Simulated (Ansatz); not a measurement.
GeH2OBrF3: several calculations on one system

Part 1: Relaxation

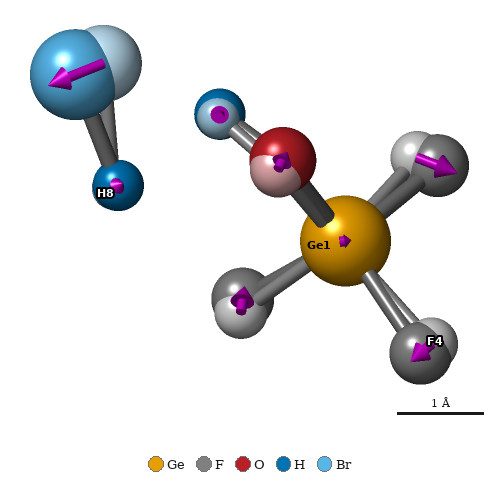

This is a relaxation of GeH₂OBrF₃. The starting structure is drawn faded, the final one solid; purple arrows show the displacements, 2 times their true length. The two geometries are superimposed by the best rigid fit.

The picture is a ball-and-stick view, seen from a free direction.

The run prepares an end point of a later path (reaction) calculation, from a guessed geometry.

All numbers below come from Ansatz 0.2.0, RKS PBE-D4/def2-SVP. Set-up: no spin polarisation; force threshold 0.03 eV/Å; at most 50 steps.

> Atoms of which element are displaced furthest, and by how much?

Bromine: up to 0.37 Å, against 0.27 Å for fluorine.

> What did the optimiser do to the structure, and how much energy did it gain?

The largest move after the best rigid fit is that of the Br atom, 0.37 Å. By element the largest moves are Br 0.37 Å, F 0.27 Å, O 0.14 Å, H 0.12 Å, Ge 0.07 Å. Some distances before and after: Br–H 1.507 → 1.448 Å, F–Ge 1.715 → 1.755 Å, Ge–O 1.751 → 1.746 Å. After 11 accepted moves (12 points after the start) the energy has fallen by 1.86 kcal/mol. The largest force component goes from 1.1 to 0.011 eV/Å. The line search rejected the trial step at point 11 of the run. Cost: 21 s on 4 threads of Arm Neoverse V1, with other jobs on the host, peak memory 0.2 GiB.

Part 2: Relaxation

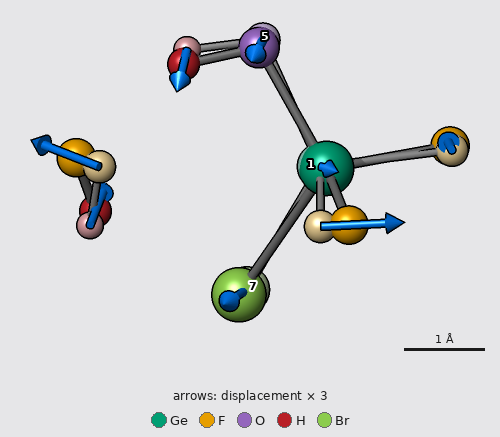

This is a relaxation of GeH₂OBrF₃. The starting structure is drawn faded, the final one solid; blue arrows show the displacements, 3 times their true length. The two geometries are superimposed by the best rigid fit.

The picture is a ball-and-stick view, seen from a free direction.

The run prepares an end point of a later path (reaction) calculation, from a guessed geometry.

These are results of RKS PBE-D4/def2-SVP (Ansatz 0.2.0), not measurements. (no spin polarisation; force threshold 0.03 eV/Å; at most 50 steps)

**Describe the change and its energy.**

The atom that moves furthest after the best rigid fit is an F atom (0.40 Å). By element the largest moves are F 0.40 Å, H 0.36 Å, Br 0.33 Å, O 0.21 Å, Ge 0.10 Å. Near-neighbour distances that change, for instance: Br–Ge 2.378 → 2.326 Å, F–H 0.935 → 0.950 Å, H–O 0.983 → 0.990 Å. The energy falls by 8.07 kJ/mol in 8 accepted moves (9 points after the start). Largest force component: 0.59 eV/Å at the start, 0.023 eV/Å at the end. The line search rejected the trial step at point 6 of the run. Cost: 18 s on 4 threads of Arm Neoverse V1, with other jobs on the host, peak memory 0.21 GiB.

Part 3: Path

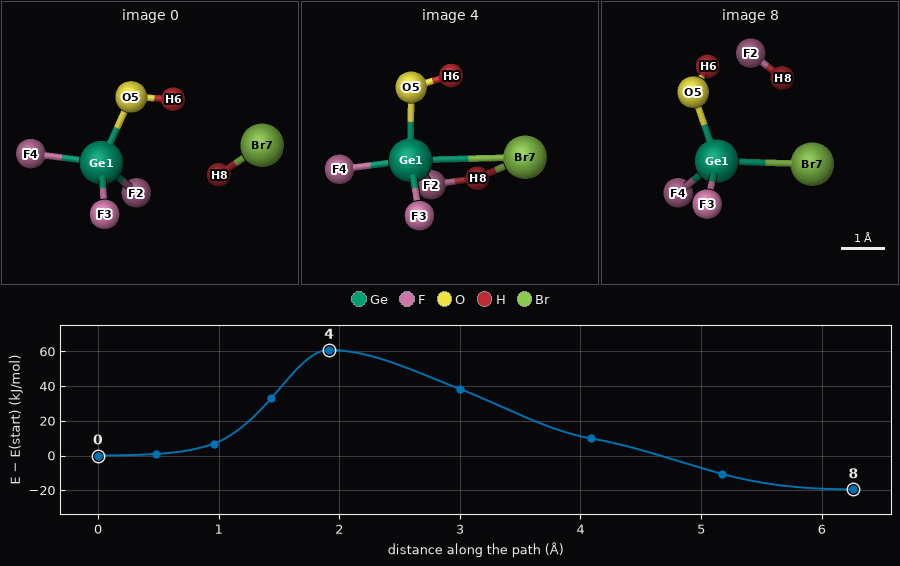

A search for the minimum-energy path of GeH2OBrF3 by the nudged elastic band. Images are numbered from 0 (start) to 8 (end). Style: ball-and-stick. Shown at a tilt.

These are results of RKS PBE-D4/def2-SVP in Ansatz, not measurements. Set-up: 7 movable images; climbing image; force threshold 0.05 eV/Å; iteration limit 60; starting path through a guess of the saddle point.

Q: Read off the barrier and say what moves.

A: Breaking: Br7–H8 (1.45 → 1.76 at the top → 2.37 Å), Ge1–F2 (1.76 → 1.97 at the top → 3.19 Å). Forming: F2–H8 (1.98 → 1.12 at the top → 0.95 Å), Ge1–Br7 (3.81 → 2.70 at the top → 2.33 Å). The energy climbs by 60.9 kJ/mol to image 4 and then falls by 80.4 kJ/mol, so the end point sits at −19.5 kJ/mol. The band is converged. At the top, the vibrational analysis gives one imaginary mode (223i cm⁻¹), as a transition state must have.

Cost: 3.2 min on 4 threads of Arm Neoverse V1, with other jobs on the host, peak memory 0.23 GiB.
